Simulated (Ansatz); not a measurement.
# AlH3O2S: what the fields show

```xyz
7

Al    0.0025    0.2558   -0.1363
S     0.4926   -0.6467    1.7959
O    -0.5987   -0.6261   -1.4487
H    -0.7772   -1.5631   -1.5126
O     0.2186    1.9154   -0.3786
H     0.1224   -1.8921    1.4255
H     0.5397    2.5568    0.2547
```

Method: Ansatz, UKS PBE0/def2-SVP.

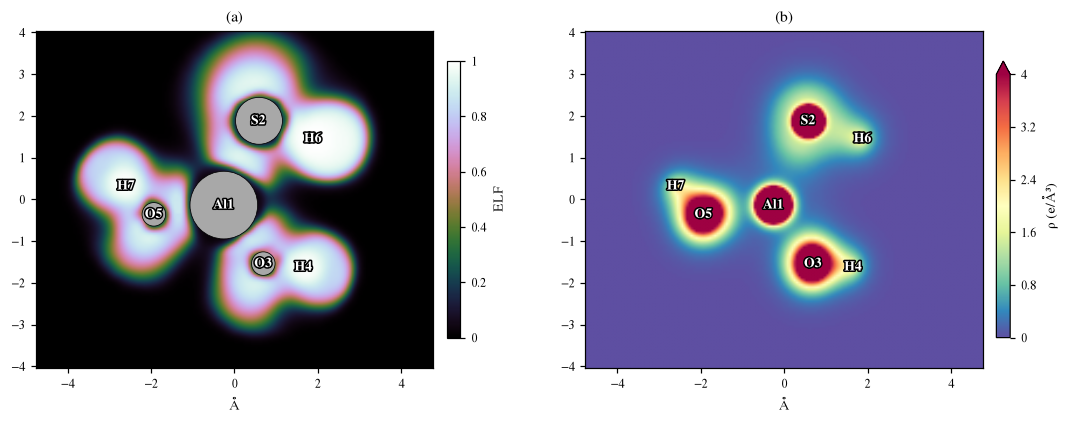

Figure 1. (a) ELF; (b) electron density on the molecular plane. Grey discs cover the atomic cores in the ELF map.

What does the map show?

Answer. The plane passes through Al, S, O and H nuclei.
Al–O (1.69 Å): ρ is about 0.85 e/Å³ halfway; the ELF peaks at about 0.90 in the valence shell of O, 0.6 Å from its nucleus, and is about 0.30 at the midpoint.
Al–S (2.19 Å): ρ is about 0.67 e/Å³ halfway; the ELF peaks at about 0.90 in the valence shell of S, 1.0 Å from its nucleus, and is about 0.90 at the midpoint.
O–H (0.96 Å): ρ is about 3.7 e/Å³ halfway; the ELF climbs to about 1 towards the hydrogen, as it does in any bond to H (a covalent bond by its length).
S–H (1.35 Å): ρ at the midpoint is about 1.4 e/Å³; the ELF climbs to about 1 towards the hydrogen.
The ELF also peaks beside O3, O5 and S2, away from the bonds: lone-pair regions.

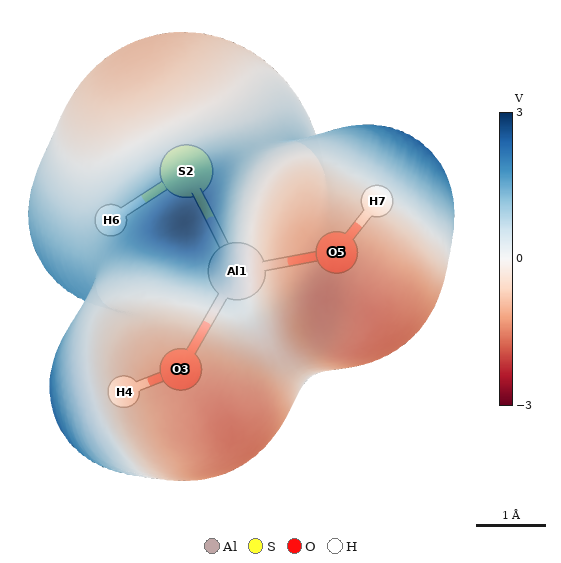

Figure 2. The electrostatic potential painted on the density surface at 0.002 e/bohr³, seen at a tilt; red is negative and blue positive.

Where is the surface potential most negative and most positive?

Answer. The most negative region (about −1.7 V) lies over O3 and O5, the most positive (about +2.8 V) over Al1.

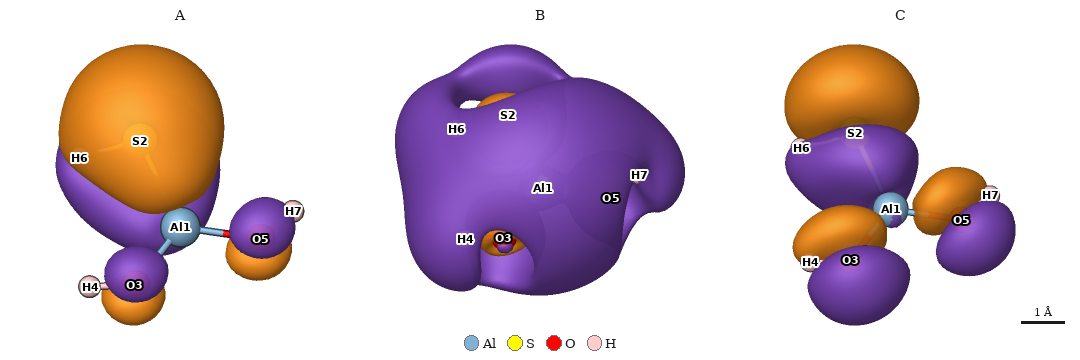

Figure 3. Three frontier orbitals at ±0.05 Å⁻³ᐟ² (orange and purple are the two phases), in no order.

Which picture is the HOMO−1, the HOMO and the LUMO?

Answer. C is the HOMO−1 (−8.60 eV). Its weight (Hirshfeld) is mainly on S2 (about 50 %), O3 (about 25 %), O5 (about 10 %) and Al1 (about 10 %); it is symmetric in the molecular plane (an in-plane orbital: σ, lone-pair or in-plane π type); largely a combination of lone pairs on S2, O3 and O5. A is the HOMO (−7.57 eV). Its weight (Hirshfeld) is mainly on S2 (about 85 %); it changes sign across the molecular plane (π type). B is the LUMO (−0.29 eV). It lies mainly on Al1 (about 50 %), S2 (about 15 %), O3 (about 10 %), O5 (about 10 %) and H4 (about 5 %); it is symmetric in the molecular plane (an in-plane orbital: σ, lone-pair or in-plane π type).

What is the HOMO–LUMO gap?

Answer. 7.28 eV between the orbital energies.
